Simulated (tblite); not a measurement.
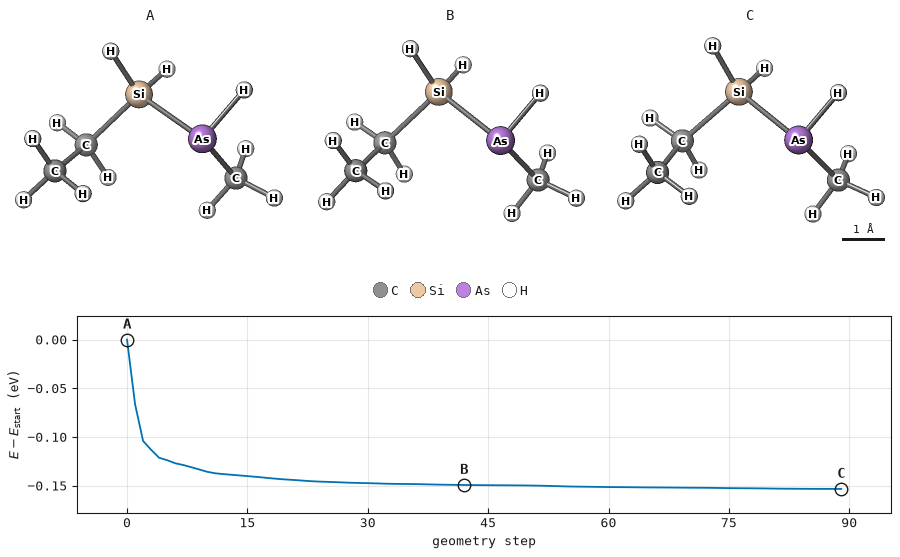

Frames of a relaxation of C3H11AsSi, marked on the history of the run. A ball-and-stick model, seen face on.

Computed with GFN2-xTB geometry optimisation, gas phase (tblite). 

> Describe the path.

The atom that moves furthest after the best rigid fit is an H atom (0.33 Å). Largest moves by element: H 0.33 Å, C 0.14 Å, Si 0.10 Å, As 0.10 Å. Among the contacts that change: As–H 1.569 → 1.505 Å, C–H 1.116 → 1.089 Å, As–Si 2.308 → 2.332 Å, As–C 1.955 → 1.978 Å. Among the angles between lasting bonds that change: As–Si–H 109.7° → 115.0°, H–C–H 110.3° → 106.4°, Si–As–C 93.7° → 96.9°. Over 89 geometry steps the energy falls by 0.153 eV. From step 0 to 42: H atoms move most (0.15 Å), energy −0.149 eV. From step 42 to 89: an H atom moves most (0.22 Å), energy −0.004 eV.
